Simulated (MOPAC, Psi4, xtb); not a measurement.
Two rigid molecules brought together: C3H9Al ··· F- (SMILES [CH3][Al]([CH3])[CH3] and [F-]) (charge -1). Monomers: optimised at B3LYP-D3(BJ) (def2-SVP and def2-TZVP), held rigid. Orientation: lowest of the rigid-body minima from ten starts at GFN2-xTB (searched outside a hard wall at short contacts). R is the distance of the centres of mass, along which the second monomer moves. The shortest distances reach bonding range, where SAPT0 and rigid monomers are unreliable.

Geometry at R = 1.81 Å (first 13 atoms: monomer A):
```
14

C     -1.5318    -1.2292    -0.0988
Al    -0.0003     0.0000     0.0027
C      1.8254    -0.7143     0.1557
C     -0.2938     1.9435    -0.0540
H     -1.5546    -1.9066     0.7745
H     -1.4496    -1.8857    -0.9848
H     -2.5081    -0.7202    -0.1525
H      2.4524    -0.3766    -0.6900
H      1.8715    -1.8153     0.1851
H      2.3226    -0.3345     1.0672
H     -0.9620     2.2661     0.7656
H     -0.8045     2.2372    -0.9896
H      0.6330     2.5357     0.0188
F     -0.1421     0.0289     1.8017
```

Levels: MP2/aug-cc-pVDZ = DF-MP2/aug-cc-pVDZ, frozen core, counterpoise-corrected run with Psi4 1.11; PM3, restricted, heats of formation (MOPAC); GFN1-xTB (xtb); PM6, restricted, heats of formation (MOPAC); HF/aug-cc-pVDZ, counterpoise-corrected (Psi4).

Interaction energies in kcal/mol (negative: bound); R is the distance of the centres of mass, d the Al2···F14 distance.

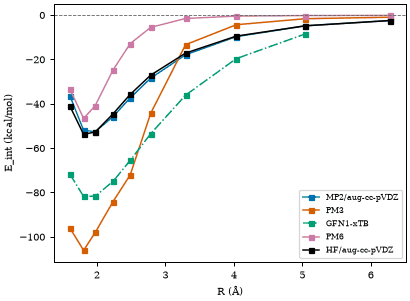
Figure: Interaction energy against separation.

| R / Å | d / Å | MP2/aug-cc-pVDZ | PM3 | GFN1-xTB | PM6 | HF/aug-cc-pVDZ |
|---|---|---|---|---|---|---|
| 1.61 | 1.60 | -36.42 | -96.02 | -71.80 | -33.45 | -41.08 |
| 1.81 | 1.80 | -51.99 | -106.09 | -81.77 | -46.56 | -53.80 |
| 1.98 | 1.97 | -52.58 | -98.02 | -81.64 | -40.86 | -52.71 |
| 2.24 | 2.23 | -45.77 | -84.11 | -74.99 | -24.76 | -44.54 |
| 2.49 | 2.48 | -37.36 | -72.10 | -65.56 | -12.89 | -35.79 |
| 2.79 | 2.78 | -28.44 | -44.27 | -53.52 | -5.54 | -27.08 |
| 3.30 | 3.29 | -17.89 | -13.35 | -36.09 | -1.53 | -17.14 |
| 4.04 | 4.03 | -9.72 | -4.35 | -19.63 | -0.47 | -9.49 |
| 5.05 | 5.04 | -4.83 | -1.63 | -8.48 | -0.22 | -4.83 |
| 6.29 | 6.28 | -2.42 | -0.96 | — | -0.11 | -2.46 |

Lowest grid point: MP2/aug-cc-pVDZ -52.58 kcal/mol at R = 1.98 Å; PM3 -106.09 kcal/mol at R = 1.81 Å; GFN1-xTB -81.77 kcal/mol at R = 1.81 Å; PM6 -46.56 kcal/mol at R = 1.81 Å; HF/aug-cc-pVDZ -53.80 kcal/mol at R = 1.81 Å.

Dashes: no converged value, or the column stops at the first point that the program doubted or that broke a chosen test of continuity, which isn't proof of a fault.
